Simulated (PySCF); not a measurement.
# GeH5O2F: a changed input and its effect

System: GeH5O2F.
Method of run 1: RHF-MP2, frozen core/def2-QZVPP, density fitting (PySCF 2.14.0).

The geometry comes from this level: PBE0-D4/def2-TZVP. Text and figures count atoms from 1; the logs count them from 0 in places.

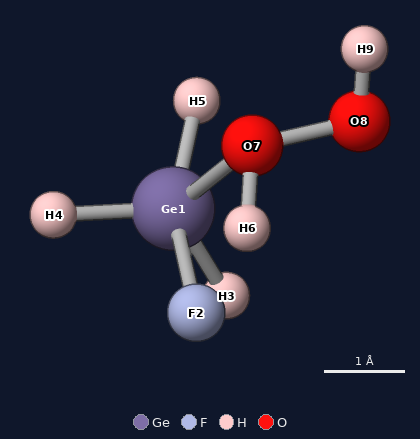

Fig. 1: The input geometry (ball-and-stick view, seen at a tilt; atoms are numbered from 1 in the order of the input). Sticks mark near contacts. Bond lengths as drawn: F–Ge 2.07 Å, Ge–H 1.53 to 1.55 Å, Ge–O 2.06 Å, H–O 0.97 to 1.09 Å and O–O 1.42 Å.

The input, run 1:
```python
import json, numpy as np
from pyscf import gto, scf, dft, mp, cc
EV, BOHR = 27.211386245988, 0.529177210903
mol = gto.M(atom="""
Ge -0.887560 -0.568930 0.200477
F 0.856399 -1.126079 1.175501
H -0.730978 -1.893522 -0.548967
H -1.578853 -0.551738 1.563413
H -1.654208 0.392189 -0.750450
H 1.161687 -0.001964 0.629100
O 0.632301 0.819307 0.153341
O 1.108527 0.984116 -1.173650
H 1.092585 1.946622 -1.248866
""", basis="def2-qzvpp", charge=0, spin=0, max_memory=8670, verbose=0)
def mean_field(mol, dm=None):
    mf = scf.RHF(mol).density_fit()
    mf.conv_tol = 1e-9
    mf.kernel(dm0=dm)
    if not mf.converged: mf = mf.newton().run(mf.mo_coeff, mf.mo_occ)
    assert mf.converged
    return mf
def d4(mol):
    return 0.0, np.zeros((9, 3))
def energy_and_gradient(mol, dm=None):
    mf = mean_field(mol, dm); e, g = d4(mol)
    return mf, (mf.e_tot + e) * EV, (mf.nuc_grad_method().kernel()[:9] + g) * EV / BOHR
out = {}
mf = mean_field(mol); frozen = 12
print(f"Hartree-Fock energy {mf.e_tot * EV:.6f} eV")
m2 = mp.MP2(mf, frozen=frozen or None).run()
out.update(reference=mf.e_tot * EV, same_spin=m2.e_corr_ss * EV, opposite_spin=m2.e_corr_os * EV, energy=m2.e_tot * EV, converged=True, frozen=frozen)
print(f"MP2 correlation {m2.e_corr * EV:.6f} eV")
out['s2'] = mf.spin_square()[0]; out['nelec'] = mol.nelec
print(f"Total energy {out['energy']:.6f} eV, <S^2> {out['s2']:.4f}")
json.dump(out, open("out.json", "w"), default=float)
```

Launched with:
```bash
OMP_NUM_THREADS=4 python run.py
```

Hardware: 4 threads of Arm Neoverse V1, 23 GiB of memory available, shared host.

Output (run 1):
```
Hartree-Fock energy -63333.537540 eV
MP2 correlation -37.138379 eV
Total energy -63370.675919 eV, <S^2> 0.0000
```

The input of run 2 differs as follows (lines with − go, lines with + come):
```diff
-Ge -0.887560 -0.568930 0.200477
-F 0.856399 -1.126079 1.175501
-H -0.730978 -1.893522 -0.548967
-H -1.578853 -0.551738 1.563413
-H -1.654208 0.392189 -0.750450
-H 1.161687 -0.001964 0.629100
-O 0.632301 0.819307 0.153341
-O 1.108527 0.984116 -1.173650
-H 1.092585 1.946622 -1.248866
+Ge -1.183837 -0.197285 -0.307880
+F 1.602700 -1.226828 1.835113
+H -0.881781 -1.439052 -1.147715
+H -1.894993 -0.499804 1.011942
+H -1.850614 0.917224 -1.120744
+H 1.260438 -0.565292 1.257236
+O 0.414693 0.476378 0.273063
+O 1.181031 0.718298 -0.916300
+H 1.392699 1.654240 -0.806532
```

Predict how the results change.

With the same method and basis, run 2 lies 24.4 kcal/mol lower.

Output (run 2):
```
Hartree-Fock energy -63334.930735 eV
MP2 correlation -36.801132 eV
Total energy -63371.731867 eV, <S^2> 0.0000
```

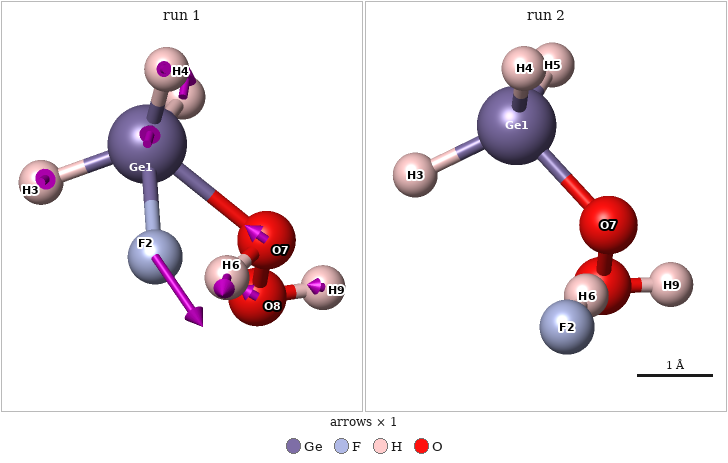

Fig. 2: The two input geometries at one scale (ball-and-stick view, seen at a tilt). The pink arrows on the first give the shifts of the atoms after the best rigid fit, at true length. The atom that moves furthest after the best rigid fit is F2 (1.27 Å). Largest moves by element: F 1.27 Å, H 0.61 Å, Ge 0.49 Å, O 0.36 Å. Among the contacts that change: Ge1–F2 2.074 → 3.663 Å, H6–O7 1.087 → 1.664 Å, F2–H6 1.287 → 0.943 Å, Ge1–O7 2.059 → 1.829 Å.

The two runs side by side:

```csv
quantity,run 1,run 2
outcome,converged,converged
total energy (hartree),−2328.829386,−2328.868191
wall time (shared host),9 s,9.1 s
```
